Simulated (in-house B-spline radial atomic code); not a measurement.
## Many-body perturbation calculation, with input and output: Sr²⁴⁺

System: Sr²⁴⁺, core [Ne] 3s2.
Method: configuration interaction of two valence electrons with many-body perturbation theory for the core (screened one- and two-electron correlation potentials), Breit and QED, no-pair Dirac, B-spline basis (in-house B-spline radial atomic code).

## Input file
```
basis_form = 3
Z = 38
core_configuration = [Ne] 3s2
rms_radius = 4.224
mass_number = 88
speed_of_light = 137.035999084
box_radius = 3.462
lmax = 6
intervals = 58
virtual_cutoff = 2888.0
```

The run was one of a batch that the task file lists, launched with:
```bash
python <driver script> task.json out
```

The program writes its results to a structured record and prints no log; tables and figures of this report are taken from that record.

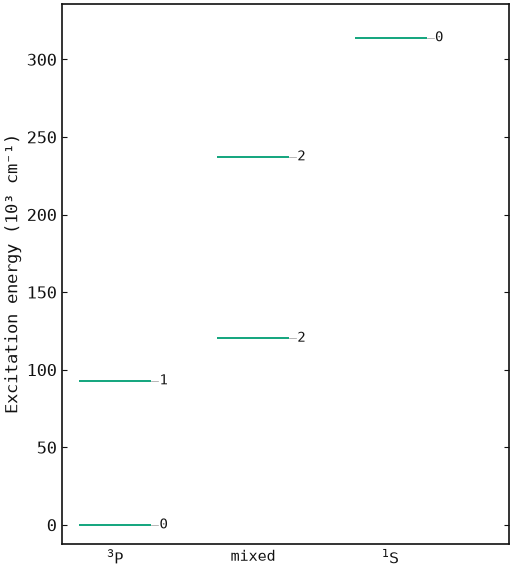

Figure 1. Levels of Sr XXV (Sr²⁴⁺), two electrons outside the core [Ne] 3s². CI+MBPT: configuration interaction in the frozen-core Dirac–Hartree–Fock potential with screened core-valence correlation, Breit and QED terms; computed with a B-spline radial code. The lowest level is 3p² ³P₀. The first excited level, 3p² ³P₁, lies at 92,900 cm⁻¹. All levels drawn have even parity, so no electric dipole line joins them. The ionisation energy is 1164 eV, against 1163 eV from CI without core-valence correlation and a semi-empirical value of 1165 eV.

```tsv
Level	E (cm⁻¹)
3p² ³P₀	0
3p² ³P₁	92,890
3p² J = 2 (even, mixed, level 3)	120,400
3p² J = 2 (even, mixed, level 4)	237,300
3p² ¹S₀	314,000
```

## Results in brief

| quantity | value |
| --- | --- |
| outcome | converged |
| hardware | 1 CPU thread, shared host |
| wall time | 96 s |

## Notes

To bear in mind: the outer s2 shell is a soft core here, levels are rough.
